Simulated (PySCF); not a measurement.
# C6H9F2N: what the fields show

```xyz
18

C    -2.0584    0.7602    0.0739
C    -1.2349   -0.4896   -0.2079
C    -0.6821   -1.1094    1.0956
N     0.6746   -0.6097    1.2645
C     1.0488   -0.1044    0.1610
C     2.4227    0.4704    0.0058
F     3.0680   -0.1676   -0.9983
F     2.3340    1.7764   -0.3397
C     0.0584   -0.1549   -0.9696
H    -2.9582    0.5208    0.6614
H    -1.4695    1.4956    0.6463
H    -2.3839    1.2442   -0.8596
H    -1.8500   -1.2149   -0.7620
H    -0.6325   -2.2122    1.0514
H    -1.2893   -0.8630    1.9817
H     3.0061    0.3771    0.9356
H     0.3615   -0.9438   -1.6797
H     0.0140    0.7878   -1.5365
```

Geometry: PBE0-D3(BJ)/def2-SVP.

Theory: PBE0/def2-SVPD, SCF density, gas phase in PySCF 2.14.0.

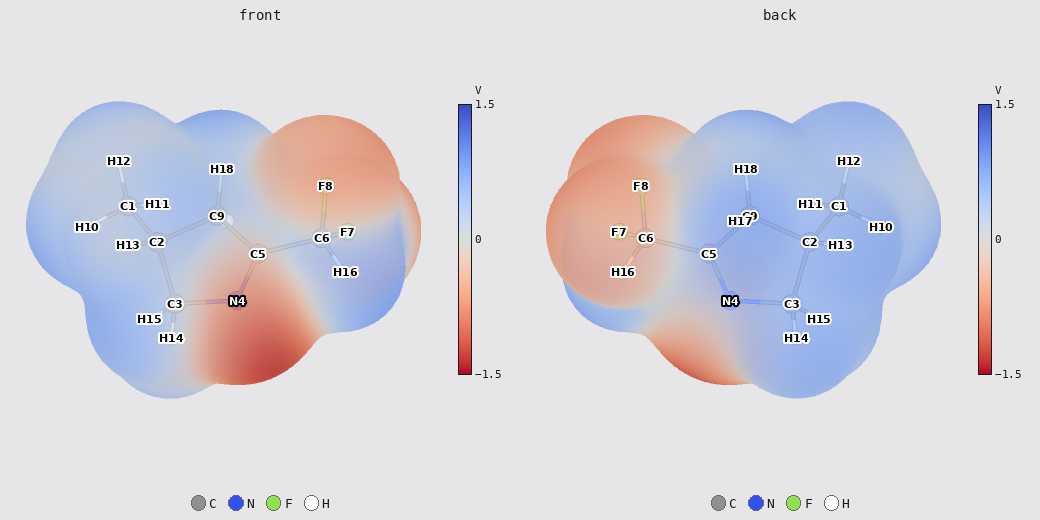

Figure 1. The molecular electrostatic potential painted on the density surface at 0.001 e/bohr³, seen from the front and from behind; the colour scale runs from red (negative) to blue (positive).

### Which sites attract a positive test charge, and which a negative one?

A positive charge is drawn to the negative regions and a negative charge to the positive ones. The most negative region (about −1.3 V) lies over N4, the most positive (about +0.7 V) over H13, H16 and H17. N4 is the likeliest acceptor of a hydrogen bond.

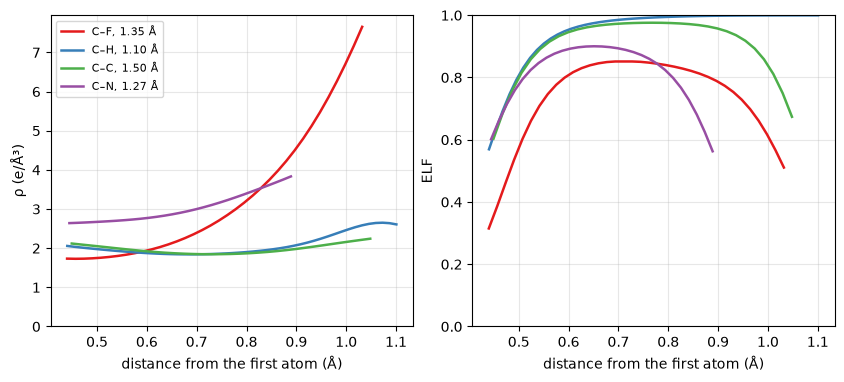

Figure 2. Total electron density and electron localisation function along straight lines between neighbouring atoms. The curves leave out the atomic cores.

### What kind of bonding do the profiles show?

C–F (1.35 Å): ρ at the midpoint is about 2.3 e/Å³, with its minimum of 1.7 e/Å³ about 0.5 Å from C; the ELF peaks at about 0.85 between the atoms; a shared but strongly polarised pair.
C–H (1.10 Å): the density is about 1.9 e/Å³ at the midpoint; the ELF climbs to about 1 towards the hydrogen, as it does in any bond to H: a covalent bond by its length.
C–C (1.50 Å): ρ at the midpoint is about 1.8 e/Å³; the ELF peaks at about 1 between the atoms, as expected for localised, covalent bonding.
C–N (1.27 Å): the density is about 2.8 e/Å³ at the midpoint; the ELF peaks at about 0.90 between the atoms: a short, multiple covalent bond.
